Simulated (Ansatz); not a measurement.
```yaml
crystal:
  lattice:
    - [4.09417, 0.00000, 0.00000]
    - [0.00000, 8.18664, 0.00000]
    - [0.00000, 0.00000, 5.77327]
  atoms:
    - { symbol: As, position: [0.00000, 0.24210, 0.00017] }
    - { symbol: Ga, position: [0.50000, 0.23694, 0.75859] }
    - { symbol: As, position: [0.50000, 0.00000, 0.50071] }
    - { symbol: Ga, position: [0.00000, 0.00000, 0.25855] }
    - { symbol: As, position: [0.00000, 0.75790, 0.00017] }
    - { symbol: Ga, position: [0.50000, 0.76306, 0.75859] }
    - { symbol: Sb, position: [0.50000, 0.50000, 0.49969] }
    - { symbol: Ga, position: [0.00000, 0.50000, 0.22351] }
```

Space group Pmm2; started from the ordered alloy on zincblende lattice prototype, which need not be the ambient phase; computed pressure about 3 GPa in this cell.

Theory: Ansatz 0.2.0, DFT, PBE, plane waves, PAW.

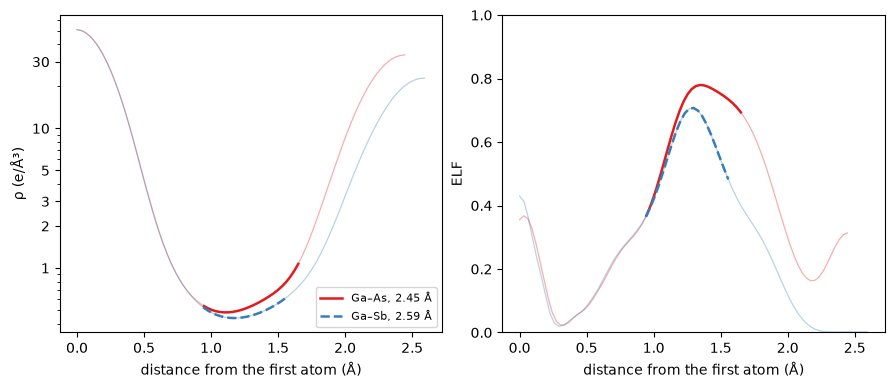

Ga4SbAs3. Valence electron density and ELF along straight lines between neighbouring atoms. Thin, pale parts lie inside the atomic spheres.

Core electrons are frozen (PAW), and the valence fields are smoothed inside the atomic spheres.

Q: Compare the contacts.

A: Ga–As (2.45 Å): ρ is about 0.5 e/Å³ halfway; the ELF peaks at about 0.80 between the atoms: a covalent bond.
Ga–Sb (2.59 Å): ρ at the midpoint is about 0.46 e/Å³; the ELF peaks at about 0.70 between the atoms.
